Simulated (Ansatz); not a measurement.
ClGeH₃O₂

| atom | x (Å) | y (Å) | z (Å) |
| --- | --- | --- | --- |
| Ge | 0.2213 | -0.1069 | 0.5657 |
| H | 0.0464 | 0.2890 | 2.0289 |
| O | 1.9568 | -0.2475 | 0.2857 |
| H | 2.1731 | -0.6497 | -0.5675 |
| Cl | -0.6667 | 1.3948 | -0.7443 |
| O | -0.5513 | -1.6451 | 0.1394 |
| H | -1.3027 | -1.5295 | -0.4587 |

Theory: RKS B3LYP/def2-SVP (Ansatz 0.2.0).

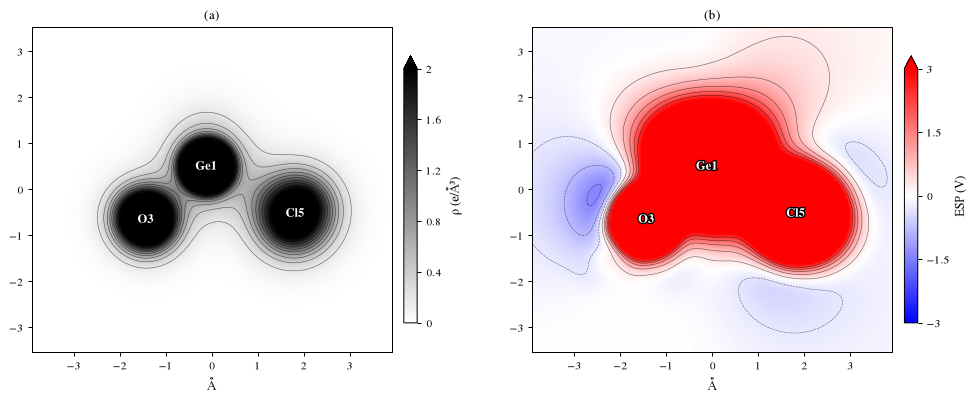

Figure 1. (a) electron density; (b) molecular electrostatic potential on the plane of atoms O3, Ge1 and Cl5.

> Interpret the plot.

- Atoms in the plane: Ge, O and Cl.
- Ge–O (1.76 Å): ρ at the midpoint is about 1 e/Å³.
- Ge–Cl (2.18 Å): ρ is about 0.69 e/Å³ halfway.
- Outside the dense part of the molecule the potential is most negative (−1.4 V) near O3.

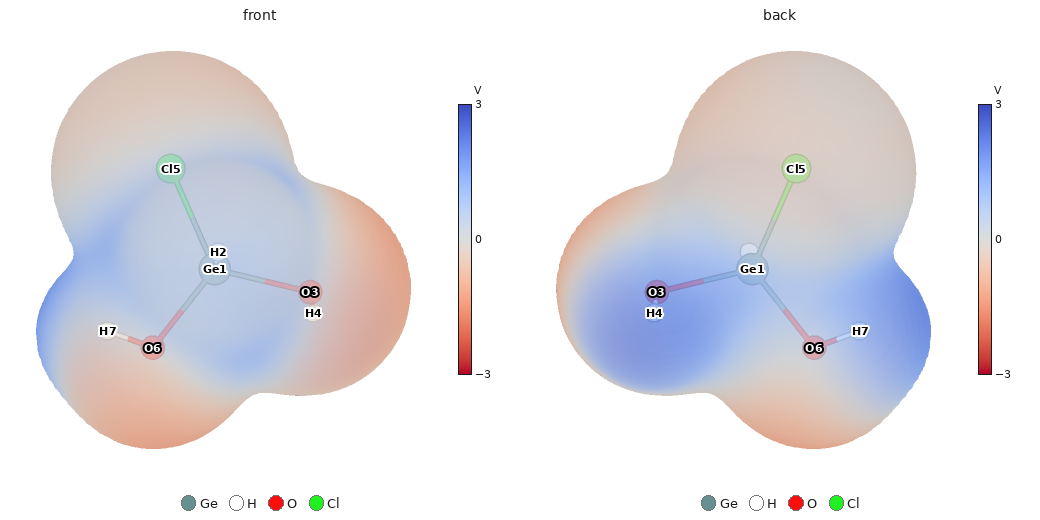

Figure 2. The electrostatic potential painted on the density surface at 0.001 e/bohr³, seen from the front and from behind; red is negative and blue positive.

> Describe the electrostatic potential map.

The most negative region (about −1.2 V) lies over O3 and O6, the most positive (about +2.0 V) over H4 and H7.

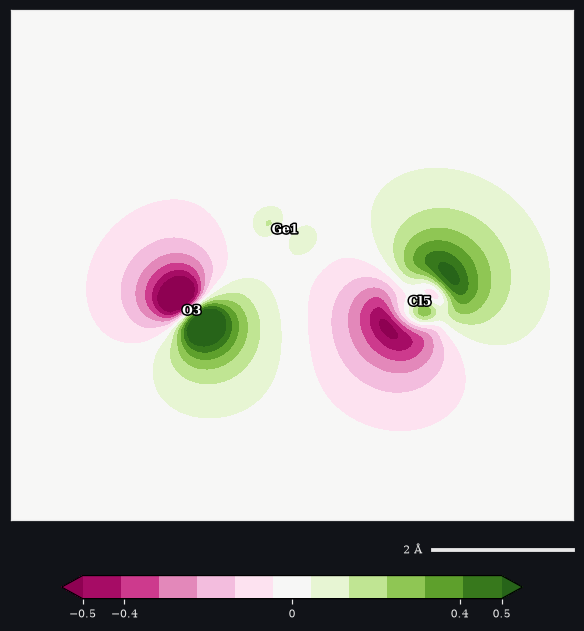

Figure 3. The HOMO on the plane of atoms O3, Ge1 and Cl5 (values in Å⁻³ᐟ²; the overall sign is arbitrary).

> Where does this orbital lie, and at what energy?

By Hirshfeld shares it lies mainly on Cl5 (about 50 %), O3 (about 25 %) and O6 (about 15 %); largely a combination of lone pairs on Cl5, O3 and O6. Its energy is −8.59 eV.

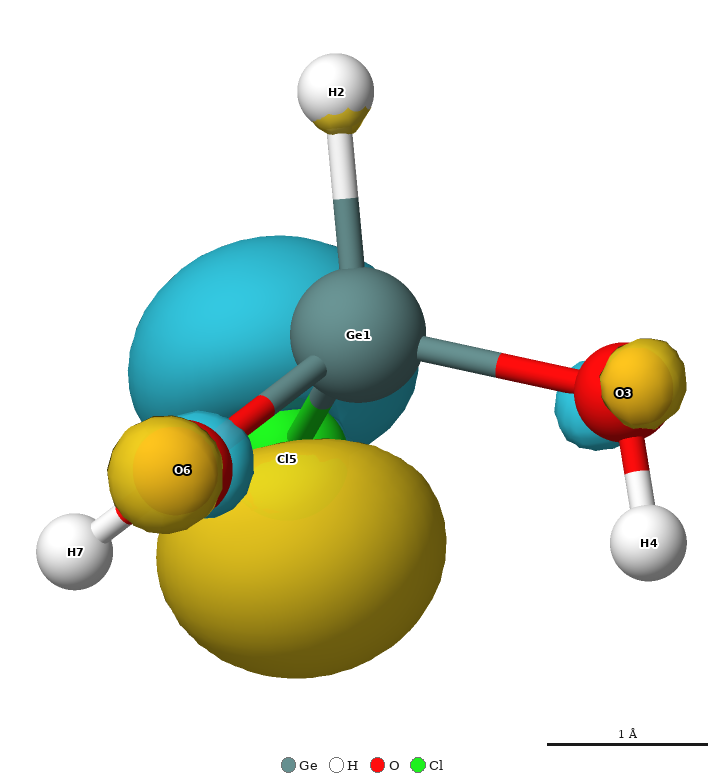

Figure 4. The HOMO−1 at ±0.2 Å⁻³ᐟ² (yellow and cyan are the two phases), seen at an oblique angle.

> Describe this orbital and give its energy.

By Hirshfeld shares it lies mainly on Cl5 (about 80 %); largely a lone pair of Cl5. Its energy is −8.69 eV.
